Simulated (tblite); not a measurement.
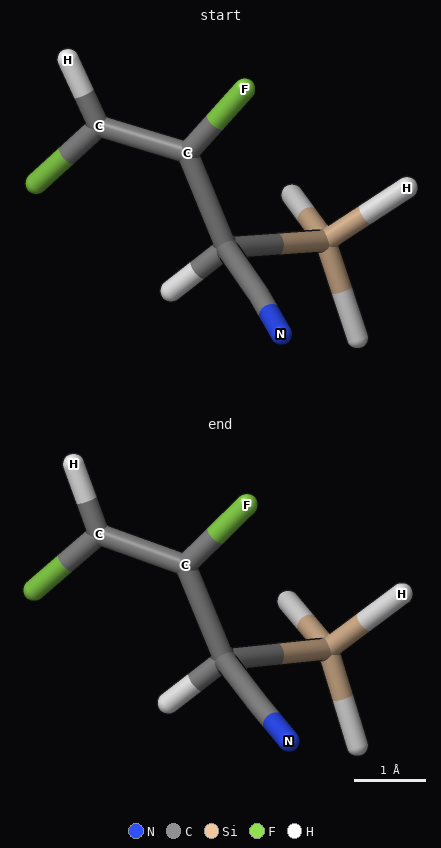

The structure of C4H5F2NSi before (top) and after (bottom) a relaxation, at one scale.

The picture is a stick view, seen from a free direction.

Theory: tblite 0.8.0, GFN2-xTB geometry optimisation, gas phase. 

### What changed between the two?

Over 35 geometry steps the energy falls by 17.0 kJ/mol. The atom that moves furthest after the best rigid fit is an H atom (0.14 Å). Largest moves by element: H 0.14 Å, N 0.13 Å, F 0.13 Å, C 0.06 Å, Si 0.04 Å. Among the contacts that change: C–Si 1.883 → 1.945 Å, C–C 1.479 → 1.435 Å, H–Si 1.496 → 1.460 Å, H–Si 1.475 → 1.458 Å. Among the angles between lasting bonds that change: H–Si–H 106.6° → 112.6°, C–Si–H 109.9° → 105.1°, C–Si–H 112.5° → 107.8°.
